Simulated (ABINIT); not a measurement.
# CO2 (I-42d): zone-centre phonons, part 2 of 3

Aim: the zone-centre modes of CO2 (I-42d).

ABINIT 10.8.3; DFT LDA, scalar-relativistic, plane waves, PseudoDojo norm-conserving pseudopotentials.

So far. Step 3 (Relaxing the cell and atoms): The volume changes by -6.0 % in this run and stands -6.0 % from the first cell. Step 4 (Ground state): The cell stands at -1.4 GPa: the relaxation ran with a smoothed and higher cutoff and on another k mesh. The relaxed cell has a = 3.871, c = 5.897 Å (conventional setting).

### 6. Zone-centre response

The derivative of the wavefunctions by k comes first, since the response to a field is built on it; then the field and the displacements that symmetry doesn't supply are solved at q = 0.

It reads the wavefunctions written in step 4.

dfpt_gamma.abi reads:

```
ndtset 2

# common to the responses
getwfk_filepath "gso_WFK"
kptopt 2
nqpt 1
qpt 0.0 0.0 0.0
asr 0
chneut 0

# d/dk
rfelfd1 2
rfdir1 1 1 1
iscf1 -3
tolwfr1 1.0d-20

# displacements, field
rfphon2 1
rfatpol2 1 6
rfdir2 1 1 1
rfelfd2 3
getddk2 1
tolvrs2 1.0d-10
prtwf2 0

# basis, mesh and filling
ecut 37.0
ngkpt 8 8 8
nshiftk 1
shiftk 0.5 0.5 0.5
istwfk *1
occopt 1
nband 16
nstep 100
diemac 9.0
prtebands 0
prtgsr 0
useylm 1

# cell and atoms
acell 7.602135038 7.602135038 7.602135038
rprim 
    -0.481086565 0.481086565 0.7328788672
    0.481086565 -0.481086565 0.7328788672
    0.481086565 0.481086565 -0.7328788672
ntypat 2
znucl 6 8
natom 6
typat 1 1 2 2 2 2
xred 
    0.75 0.25 0.5
    0.0 0.0 0.0
    0.7057193169 0.125 0.0807193169
    0.0442806831 0.625 0.9192806831
    0.375 0.2942806831 0.4192806831
    0.875 0.9557193169 0.5807193169
pp_dirpath "./pseudo"
pseudos "C.upf, O.upf"
```

On the command line:

```console
OMP_NUM_THREADS=1 mpirun -n 16 abinit dfpt_gamma.abi > dfpt_gamma.log
```

Numbers of over 12 decimals in the logs are rounded to 6 here.

dfpt_gamma.abo, the main output file:

```text
[banners, grids, parts of the stress and lines that vanish by symmetry left out]
- input  file    -> dfpt_gamma.abi
- output file    -> dfpt_gamma.abo
- root for input  files -> dfpt_gammai
[...]
DATASET    1 : space group I-4 2 d (#122); Bravais tI (body-center tetrag.)
[...]
nfft =       91125          nkpt =         256
[...]
DATASET    2 : space group I-4 2 d (#122); Bravais tI (body-center tetrag.)
[...]
nfft =       91125          nkpt =         256
[...]
== DATASET  1 ==================================================================
[...]
cutoff_energies: {ecut:  37.0, pawecutdg:  -1.0, }
[...]
-  8.00000   6.00000  201201                  znucl, zion, pspdat
[...]
Perturbation : derivative vs k along direction   1
[...]
-ETOT  1  -34.347822326385     -3.435E+01 1.801E-01 0.000E+00
 ETOT  2  -34.524230501510     -1.764E-01 2.377E-03 0.000E+00
 ETOT  3  -34.526387219141     -2.157E-03 3.199E-05 0.000E+00
 ETOT  4  -34.526422574124     -3.535E-05 7.961E-07 0.000E+00
 ETOT  5  -34.526423244966     -6.708E-07 1.652E-08 0.000E+00
[...]
At SCF step   14   max residual=  9.97E-21 < tolwfr=  1.00E-20 =>converged.
[...]
Perturbation : derivative vs k along direction   2
[...]
-ETOT  1  -34.347819265305     -3.435E+01 1.801E-01 0.000E+00
[...]
At SCF step   14   max residual=  9.97E-21 < tolwfr=  1.00E-20 =>converged.
[...]
Perturbation : derivative vs k along direction   3
[...]
-ETOT  1  -47.973311871679     -4.797E+01 1.842E-01 0.000E+00
[...]
At SCF step   14   max residual=  9.99E-21 < tolwfr=  1.00E-20 =>converged.
[...]
1        1       0.6779462003   -0.0000000000
     1        2      -0.1164140231    0.0000000000
     1        3      -0.4277141535    0.0000000000
     2        1      -0.1164140231    0.0000000000
     2        2       0.6779462003   -0.0000000000
     2        3      -0.4277141535    0.0000000000
     3        1      -0.4277141535    0.0000000000
     3        2      -0.4277141535    0.0000000000
     3        3       1.5733058991   -0.0000000000
[...]
== DATASET  2 ==================================================================
[...]
cutoff_energies: {ecut:  37.0, pawecutdg:  -1.0, }
[...]
Perturbation : displacement of atom   1   along direction   1
[...]
-ETOT  1   24.597043454812     -8.682E+02 1.192E+00 4.754E+03
[...]
At SCF step   15       vres2   =  3.47E-12 < tolvrs=  1.00E-10 =>converged.
[...]
Perturbation : displacement of atom   3   along direction   1
[...]
-ETOT  1   33.527500824270     -3.351E+03 1.687E+00 1.714E+04
[...]
At SCF step   15       vres2   =  2.21E-11 < tolvrs=  1.00E-10 =>converged.
[...]
Perturbation : displacement of atom   3   along direction   2
[...]
-ETOT  1   14.577574530019     -3.731E+03 2.158E+00 6.678E+03
[...]
At SCF step   14       vres2   =  8.64E-11 < tolvrs=  1.00E-10 =>converged.
[...]
Perturbation : homogeneous electric field along direction   1
[...]
-ETOT  1  -49.567020638325     -4.957E+01 7.104E-01 2.153E+04
[...]
ETOT 11  -54.917174538624     -6.075E-11 9.579E-14 2.951E-09
 ETOT 12  -54.917174538624     -6.608E-13 3.354E-15 8.979E-11
 At SCF step   12       vres2   =  8.98E-11 < tolvrs=  1.00E-10 =>converged.
[...]
Dielectric tensor, in cartesian coordinates,
[...]
1    8   1    8         3.2036328352        -0.0000000000
   1    8   2    8        -0.0000000000        -0.0000000000
   1    8   3    8         0.0000000000        -0.0000000000
   2    8   1    8        -0.0000000000        -0.0000000000
   2    8   2    8         3.2036328352        -0.0000000000
   2    8   3    8        -0.0000000000        -0.0000000000
   3    8   1    8        -0.0000000000        -0.0000000000
   3    8   2    8         0.0000000000        -0.0000000000
   3    8   3    8         3.1673342042        -0.0000000000
  Effective charges, in cartesian coordinates,
[...]
1    1   1    8         2.9160196986         0.0000000000
   2    1   1    8         0.7043970888         0.0000000000
   3    1   1    8        -0.0000000000         0.0000000000
   1    2   1    8         2.9160196986         0.0000000000
   2    2   1    8        -0.7043970888         0.0000000000
[...]
Effective charges, in cartesian coordinates,
[...]
2    8   1    6         0.0000000000         0.0000000000
   3    8   1    6         0.0000000000         0.0000000000
   1    8   2    6         0.0000000000         0.0000000000
   2    8   2    6        -1.9759538814         0.0000000000
   3    8   2    6         0.7202363592         0.0000000000
   1    8   3    6         0.0000000000         0.0000000000
   2    8   3    6         0.8429157802         0.0000000000
   3    8   3    6        -1.4209901369         0.0000000000
  Phonon wavevector (reduced coordinates) :  0.00000  0.00000  0.00000
 Phonon energies in Hartree :
[...]
Phonon frequencies in cm-1    :
-  1.208713E+00  1.213523E+00  1.213523E+00  3.540471E+02  3.540471E+02
-  5.458523E+02  6.580034E+02  7.037947E+02  7.950318E+02  8.630433E+02
-  8.630433E+02  9.193978E+02  9.193978E+02  9.364504E+02  1.076942E+03
-  1.076942E+03  1.108164E+03  1.112977E+03
  Phonon at Gamma, with non-analyticity in the
[...]
Phonon energies in Hartree :
[...]
Phonon frequencies in cm-1    :
-  1.208713E+00  1.213523E+00  1.215253E+00  3.540471E+02  3.568220E+02
-  5.458523E+02  6.580034E+02  7.037947E+02  7.950318E+02  8.630433E+02
-  8.728417E+02  9.193978E+02  9.364504E+02  1.048446E+03  1.076942E+03
-  1.108164E+03  1.112977E+03  1.283357E+03
  Phonon at Gamma, with non-analyticity in the
[...]
Phonon energies in Hartree :
[...]
Phonon frequencies in cm-1    :
-  1.208713E+00  1.213523E+00  1.215252E+00  3.540471E+02  3.568220E+02
-  5.458523E+02  6.580034E+02  7.037947E+02  7.950318E+02  8.630433E+02
-  8.728417E+02  9.193978E+02  9.364504E+02  1.048446E+03  1.076942E+03
-  1.108164E+03  1.112977E+03  1.283357E+03
  Phonon at Gamma, with non-analyticity in the
[...]
Phonon energies in Hartree :
[...]
Phonon frequencies in cm-1    :
-  1.209748E+00  1.213523E+00  1.213523E+00  3.540471E+02  3.540471E+02
-  5.458523E+02  6.580034E+02  7.554296E+02  7.950318E+02  8.630433E+02
-  8.630433E+02  9.193978E+02  9.193978E+02  1.076942E+03  1.076942E+03
-  1.108164E+03  1.112977E+03  1.223756E+03
[...]
fcart2     0.0000000000E+00  0.0000000000E+00  0.0000000000E+00
           strten2     0.0000000000E+00  0.0000000000E+00  0.0000000000E+00
================================================================================
```

It took 5.4 min on 16 MPI ranks of Arm Neoverse V2, shared host; 86 min of CPU time.

Numbers from this step:

- miss of the charge sum rule: 0.001434 e
- largest acoustic frequency at the zone centre before the sum rule: 1.21 cm⁻¹
- highest optical zone-centre mode (no LO-TO term): 1113 cm⁻¹
- lowest optical zone-centre mode: 354.1 cm⁻¹
- mean high-frequency dielectric constant: 3.192
- largest Born charge in size (third of the trace): 2.891 e

Born charge (rows field, columns displacement), before the sum rule (e), principal values of the symmetric part by kind of site:

```csv
atom,atoms with these values,low,middle,high,mean
C1,2,2.84,2.92,2.92,2.89
O3,4,-2.53,-0.94,-0.87,-1.45
```

In full for O3:

```
-1.98  0.00  0.84
 0.00 -0.94  0.00
 0.72  0.00 -1.42
```

High-frequency dielectric tensor:

```
3.20 0.00 0.00
0.00 3.20 0.00
0.00 0.00 3.17
```

The acoustic modes at Γ come out as far as 1.2 cm⁻¹ from zero, where they should vanish, a small numerical error; the Born charges miss their sum rule by 0.0014 e, which is good.

### 7. Zone-centre analysis

anaddb reads the merged derivatives, imposes the acoustic sum rule and charge neutrality, and adds the LO-TO term along chosen directions.

anaddb.abi reads:

```
ddb_filepath "gamma_DDB"
output_file "anaddb.abo"
outdata_prefix "anaddb"
asr 1
chneut 1
enunit 2
eivec 1
nph1l 1
qph1l 0.0 0.0 0.0 1.0
dieflag 1
nph2l 3
qph2l 
    1.0 0.0 0.0 0.0
    0.0 0.0 1.0 0.0
    1.0 1.0 1.0 0.0
```

mrgddb.in reads:

```
gamma_DDB
merged
2
dfpt_gammao_DS2_DDB
gso_DDB
```

On the command line:

```console
mrgddb < mrgddb.in > mrgddb.log
OMP_NUM_THREADS=1 anaddb anaddb.abi > anaddb.log
```

anaddb.abo, the main output file:

```text
[banners, grids, parts of the stress and lines that vanish by symmetry left out]
-outvars_anaddb: echo values of input variables ----------------------

 Flags :
[...]
Dielectric Tensor and Effective Charges
[...]
Effective charge tensors after
[...]
Phonon wavevector (reduced coordinates) :  0.00000  0.00000  0.00000
 Phonon energies in Hartree :
[...]
Phonon energies in meV     :
-  0.000000E+00  0.000000E+00  0.000000E+00  4.389606E+01  4.389606E+01
-  6.767699E+01  8.158179E+01  8.725938E+01  9.857118E+01  1.070036E+02
-  1.070036E+02  1.139907E+02  1.139907E+02  1.161050E+02  1.335237E+02
-  1.335237E+02  1.373947E+02  1.379915E+02
 Phonon frequencies in cm-1    :
-  0.000000E+00  0.000000E+00  0.000000E+00  3.540456E+02  3.540456E+02
-  5.458517E+02  6.580015E+02  7.037944E+02  7.950302E+02  8.630425E+02
-  8.630425E+02  9.193969E+02  9.193969E+02  9.364496E+02  1.076941E+03
-  1.076941E+03  1.108163E+03  1.112977E+03
 Phonon frequencies in Thz     :
-  0.000000E+00  0.000000E+00  0.000000E+00  1.061402E+01  1.061402E+01
-  1.636422E+01  1.972639E+01  2.109922E+01  2.383440E+01  2.587336E+01
-  2.587336E+01  2.756283E+01  2.756283E+01  2.807405E+01  3.228589E+01
-  3.228589E+01  3.322190E+01  3.336620E+01
 Phonon energies in Kelvin  :
-  0.000000E+00  0.000000E+00  0.000000E+00  5.093926E+02  5.093926E+02
-  7.853589E+02  9.467173E+02  1.012603E+03  1.143871E+03  1.241726E+03
-  1.241726E+03  1.322807E+03  1.322807E+03  1.347342E+03  1.549478E+03
-  1.549478E+03  1.594400E+03  1.601325E+03
[...]
-  1  0.00000000E+00  0.00000000E+00 -2.49649243E-03
-     0.00000000E+00  0.00000000E+00  0.00000000E+00
-  2  0.00000000E+00  0.00000000E+00 -2.49649243E-03
-     0.00000000E+00  0.00000000E+00  0.00000000E+00
-  3  0.00000000E+00  0.00000000E+00 -2.49649243E-03
-     0.00000000E+00  0.00000000E+00  0.00000000E+00
-  4  0.00000000E+00  0.00000000E+00 -2.49649243E-03
-     0.00000000E+00  0.00000000E+00  0.00000000E+00
-  5  0.00000000E+00  0.00000000E+00 -2.49649243E-03
-     0.00000000E+00  0.00000000E+00  0.00000000E+00
-  6  0.00000000E+00  0.00000000E+00 -2.49649243E-03
-     0.00000000E+00  0.00000000E+00  0.00000000E+00
[...]
-  1  4.18513361E-07  2.49649236E-03  0.00000000E+00
-     0.00000000E+00  0.00000000E+00  0.00000000E+00
-  2  4.18559812E-07  2.49649236E-03  0.00000000E+00
-     0.00000000E+00  0.00000000E+00  0.00000000E+00
-  3  4.18536590E-07  2.49649245E-03  0.00000000E+00
-     0.00000000E+00  0.00000000E+00  0.00000000E+00
-  4  4.18536589E-07  2.49649245E-03  0.00000000E+00
-     0.00000000E+00  0.00000000E+00  0.00000000E+00
-  5  4.18536601E-07  2.49649237E-03  0.00000000E+00
[...]
-  6  4.18536601E-07  2.49649237E-03  0.00000000E+00
[...]
-  1  2.49649236E-03 -4.18512903E-07  0.00000000E+00
[...]
-  2  2.49649236E-03 -4.18559353E-07  0.00000000E+00
[...]
-     1         -0.000000     0.000000     0.000000     0.000000
-     2         -0.000000    -0.000000     0.000000     0.000000
[...]
-   1     Real    0.0000E+00  0.0000E+00  0.0000E+00  0.0000E+00  0.0000E+00  0.0000E+00  0.0000E+00
[...]
-   2     Real    0.0000E+00  0.0000E+00  0.0000E+00  0.0000E+00  0.0000E+00  0.0000E+00  0.0000E+00
[...]
-   3     Real    0.0000E+00  0.0000E+00  0.0000E+00  0.0000E+00  0.0000E+00  0.0000E+00  0.0000E+00
[...]
-   4     Real    0.0000E+00  6.3626E-06  0.0000E+00 -1.8542E-11  0.0000E+00  0.0000E+00  6.3626E-06
[...]
-   5     Real    6.3626E-06  0.0000E+00  0.0000E+00  1.8542E-11  0.0000E+00  0.0000E+00  6.3626E-06
[...]
-  10     Real    9.4818E-13  2.0517E-04  0.0000E+00  1.3948E-08  0.0000E+00  0.0000E+00  2.0517E-04
[...]
-  11     Real    2.0517E-04  9.4818E-13  0.0000E+00 -1.3948E-08  0.0000E+00  0.0000E+00  2.0517E-04
[...]
-  12     Real    7.9442E-12  8.4603E-04  0.0000E+00 -8.1982E-08  0.0000E+00  0.0000E+00  8.4603E-04
[...]
-  13     Real    8.4603E-04  7.9442E-12  0.0000E+00  8.1982E-08  0.0000E+00  0.0000E+00  8.4603E-04
[...]
-  15     Real    1.4168E-04  3.6119E-11  0.0000E+00  7.1536E-08  0.0000E+00  0.0000E+00  1.4168E-04
[...]
-  16     Real    3.6119E-11  1.4168E-04  0.0000E+00 -7.1536E-08  0.0000E+00  0.0000E+00  1.4168E-04
[...]
Phonon at Gamma, with non-analyticity in the
[...]
Phonon energies in Hartree :
[...]
Phonon energies in meV     :
[...]
Phonon frequencies in cm-1    :
[...]
Phonon frequencies in Thz     :
[...]
Phonon energies in Kelvin  :
[...]
-  7.853589E+02  9.467173E+02  1.012603E+03  1.143871E+03  1.241726E+03
-  1.255823E+03  1.322807E+03  1.347342E+03  1.508480E+03  1.549478E+03
[...]
-  3  0.00000000E+00  2.49649245E-03 -3.65176723E-07
-     0.00000000E+00  0.00000000E+00  0.00000000E+00
-  4  0.00000000E+00  2.49649245E-03 -3.65176715E-07
-     0.00000000E+00  0.00000000E+00  0.00000000E+00
-  5  0.00000000E+00  2.49649238E-03 -3.65099169E-07
-     0.00000000E+00  0.00000000E+00  0.00000000E+00
-  6  0.00000000E+00  2.49649238E-03 -3.65254269E-07
-     0.00000000E+00  0.00000000E+00  0.00000000E+00
[...]
-  1  2.49649240E-03  0.00000000E+00  0.00000000E+00
-     0.00000000E+00  0.00000000E+00  0.00000000E+00
-  2  2.49649240E-03  0.00000000E+00  0.00000000E+00
-     0.00000000E+00  0.00000000E+00  0.00000000E+00
[...]
Phonon at Gamma, with non-analyticity in the
[...]
Phonon energies in Hartree :
[...]
Phonon energies in meV     :
-  0.000000E+00  0.000000E+00  0.000000E+00  4.389606E+01  4.389606E+01
-  6.767699E+01  8.158179E+01  9.366138E+01  9.857118E+01  1.070036E+02
-  1.070036E+02  1.139907E+02  1.139907E+02  1.335237E+02  1.335237E+02
[...]
Phonon frequencies in cm-1    :
-  0.000000E+00  0.000000E+00  0.000000E+00  3.540456E+02  3.540456E+02
[...]
Phonon frequencies in Thz     :
[...]
Phonon energies in Kelvin  :
[...]
Phonon at Gamma, with non-analyticity in the
[...]
Phonon energies in Hartree :
[...]
Phonon energies in meV     :
[...]
Phonon frequencies in cm-1    :
[...]
Phonon frequencies in Thz     :
[...]
Phonon energies in Kelvin  :
[...]
-  7.853589E+02  9.467173E+02  1.034526E+03  1.143871E+03  1.241726E+03
-  1.252979E+03  1.322807E+03  1.339570E+03  1.519690E+03  1.549478E+03
[...]
-  5  2.49649246E-03  3.13828593E-07  0.00000000E+00
-     0.00000000E+00  0.00000000E+00  0.00000000E+00
-  6  2.49649246E-03  3.13828396E-07  0.00000000E+00
-     0.00000000E+00  0.00000000E+00  0.00000000E+00
[...]
Direction                     Dielectric constant
[...]
0.00000   0.00000   1.00000      6.23182737
   1.00000   1.00000   1.00000      6.17497634
-
```

The job ended after 0.52 s (1 thread).

This step gave:

| Quantity | Value |
| --- | --- |
| mean static dielectric constant | 6.175 |
| highest mode moved by the LO-TO term | 1283 cm⁻¹ |

No LO-TO term; unit eigenvectors of the mass-weighted matrix, from anaddb's displacements. Modes at Γ, with each element's share of the kinetic energy:

```csv
mode,frequency (cm⁻¹),C %,O %
1,0.0,27,73
2,0.0,27,73
3,0.0,27,73
4,354.0,2,98
5,354.0,2,98
6,545.9,0,100
7,658.0,0,100
8,703.8,39,61
9,795.0,0,100
10,863.0,53,47
11,863.0,53,47
12,919.4,35,65
13,919.4,35,65
14,936.4,34,66
15,1076.9,83,17
16,1076.9,83,17
17,1108.2,0,100
18,1113.0,100,0
```

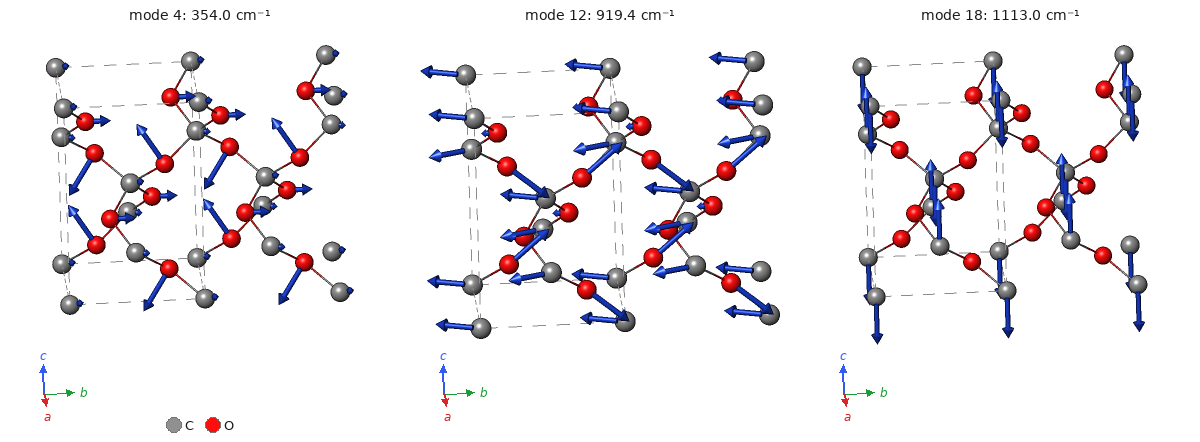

Displacement patterns of modes 4, 12 and 18 at Γ; arrows are exaggerated. Bonds to atoms that aren't drawn are left out. 1×2×1 conventional cells are drawn. Some periodic images of atoms are drawn too.

Static dielectric tensor (ions relaxed, fixed cell):

```
6.15 0.00 0.00
0.00 6.15 0.00
0.00 0.00 6.23
```

The rule moves no optical mode by more than 0.1 cm⁻¹.

[end of part 2 of 3]

[Host names and launcher messages were left out of these logs when they were recorded.]

[Logs are printed without paths, hosts, clocks, repeated set-up lines and the standing remarks that a program may print on its own settings, such as how far it seeks lower states.]

[Hosts, paths, dates, database ids (printed as entryN), source tags and the programs' standing remarks are cut or masked in the printed files.]
